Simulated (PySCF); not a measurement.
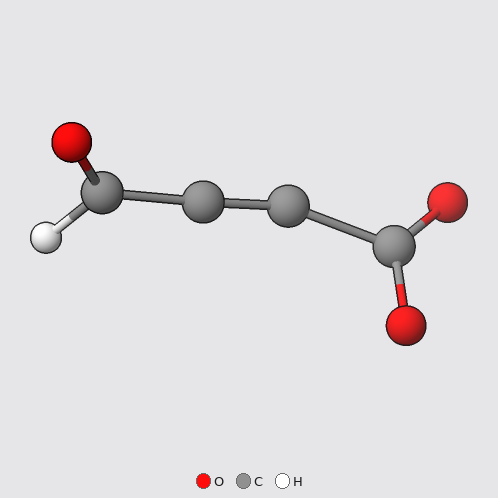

State: charge −1, singlet. The computed structure is the end point of a GFN2-xTB optimisation. No frequency run is at hand to confirm it as a minimum.

Which formula does it have?

Answer. C4HO3(-), 8 atoms: 4 carbon, 1 hydrogen and 3 oxygen.

How many atoms are distinct by symmetry?

Answer. 8: 1 O, 1 C, 1 C, 1 C, 1 C, 1 O, 1 O, 1 H.

Name functional groups in it.

Answer. Among them: aldehyde, alkyne.

What is its SMILES?

Answer. O=CC#CC(=O)[O-]

More results for the same structure follow; atom numbers are the same in all pictures, views and colours differ.

### Shape

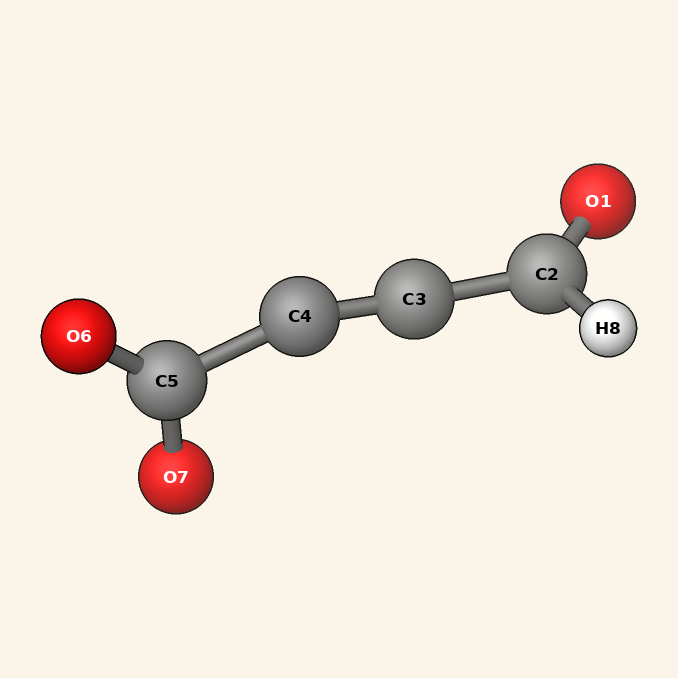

The atoms are numbered. No frequency run is at hand to confirm it as a minimum.

Describe the coordination of atom 3.

Answer. C3 has 2 neighbours (C2 at 1.40, C4 at 1.22 Å); the arrangement is linear.

Describe the coordination of atom 4.

Answer. C4 has 2 neighbours (C3 at 1.22, C5 at 1.52 Å); the arrangement is bent.

Describe the coordination of atom 2.

Answer. C2 has 3 neighbours (O1 at 1.22, C3 at 1.40, H8 at 1.12 Å); the arrangement is trigonal planar.

Describe the coordination of atom 5.

Answer. C5 has 3 neighbours (C4 at 1.52, O6 at 1.22, O7 at 1.24 Å); the arrangement is trigonal planar.

What is the dihedral angle C3–C4–C5–O6?

Answer. 174° in size, that is anti.

### Charges

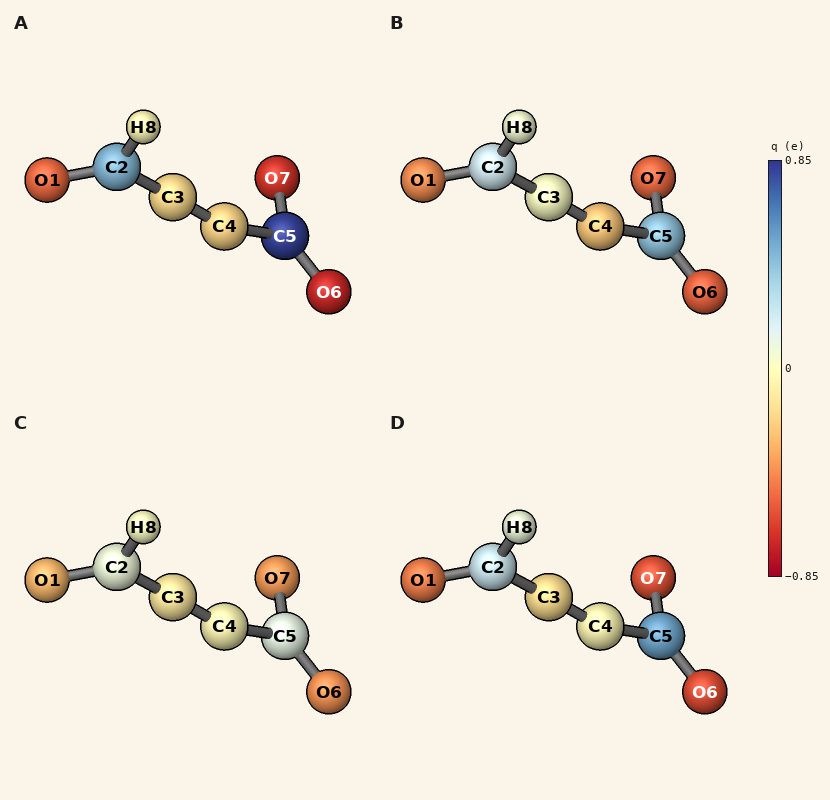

Atomic charges of one calculation by 4 schemes, on one colour scale. No frequency run is at hand to confirm it as a minimum. Computed with PBE0/pcSseg-1 (PySCF 2.14.0).

The schemes are ESP-fitted, Hirshfeld, IAO, Mulliken. Which panel shows which?

Answer. A ESP-fitted, B Mulliken, C Hirshfeld, D IAO.

List the charges (e), one line for each set of equivalent atoms.

```tsv
atom	ESP-fitted	Mulliken	Hirshfeld	IAO
O1	−0.51	−0.41	−0.29	−0.45
C2	0.46	0.20	0.08	0.22
C3	−0.18	0.02	−0.11	−0.17
C4	−0.20	−0.24	−0.04	−0.04
C5	0.82	0.41	0.12	0.52
O6	−0.70	−0.53	−0.40	−0.60
O7	−0.66	−0.51	−0.38	−0.58
H8	−0.03	0.06	0.02	0.08
```

### Quadrupole coupling

No frequency run is at hand to confirm it as a minimum. Electric field gradients from the ground-state density, PBE0/pcSseg-1 (PySCF 2.14.0), non-relativistic apart from any core potentials.

Give the largest field-gradient component, the quadrupole coupling constant and the asymmetry for 17O at O1 (Q = −25.6 mb), 17O at O6 (Q = −25.6 mb), 17O at O7 (Q = −25.6 mb).

```
atom  V_zz (a.u.)  e²qQ/h (MHz)     η
  O1       −1.991         11.97  0.30
  O6       −1.393          8.38  0.29
  O7       −1.073          6.45  0.63
```

### NMR shielding

The questions are on isotropic NMR shieldings of the C atoms. No frequency run is at hand to confirm it as a minimum. Level of theory: GIAO PBE0/pcSseg-1 NMR shielding, non-relativistic, gas phase (PySCF 2.14.0).

Give the isotropic NMR shieldings of the C atoms atom by atom.

```
atom  σ (ppm)
  C2      7.6
  C3     96.1
  C4     63.0
  C5     32.3
```

Mulliken values depend strongly on the basis set and can even reverse the polarity of a bond.
